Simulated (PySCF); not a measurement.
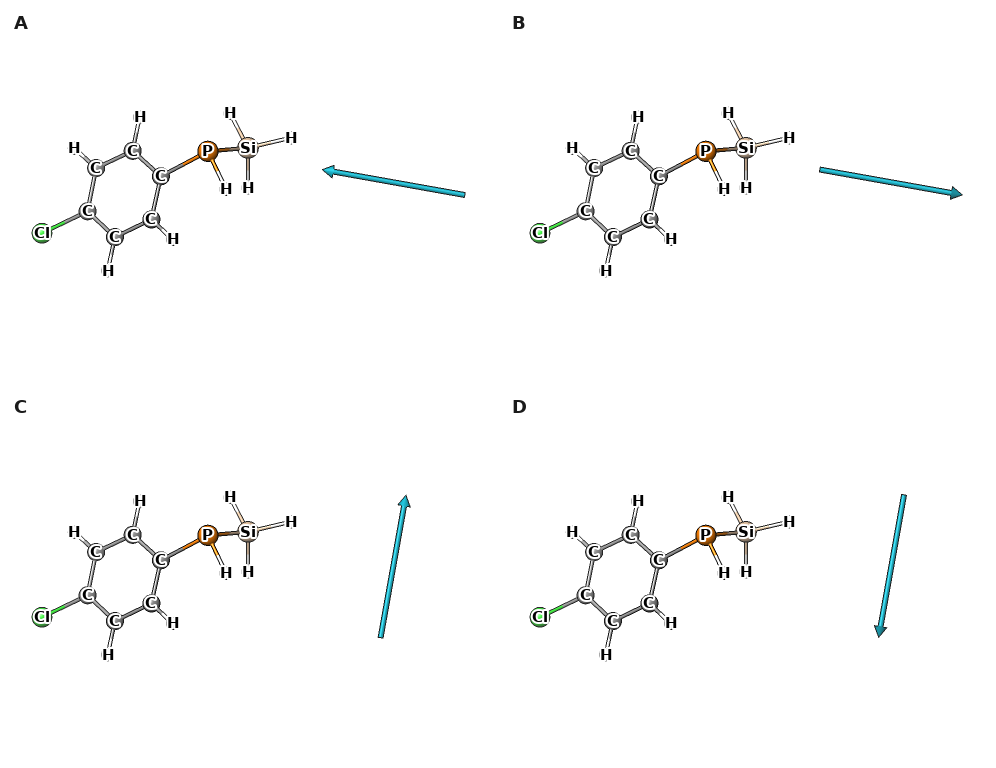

The same molecule four times, each with an arrow. The computed structure is the end point of a GFN2-xTB optimisation. No frequency run is at hand to confirm it as a minimum. Properties computed with PBE0/pcSseg-1, gas phase (PySCF 2.14.0).

Which arrow points along the dipole moment, from the negative to the positive end?

Answer. B. The dipole moment is 1.31 D.

The geometry is semi-empirical. Around P, Si such bond lengths and angles can be off by a tenth of an ångström or more and by several degrees, and values that hang on the shape move with them.
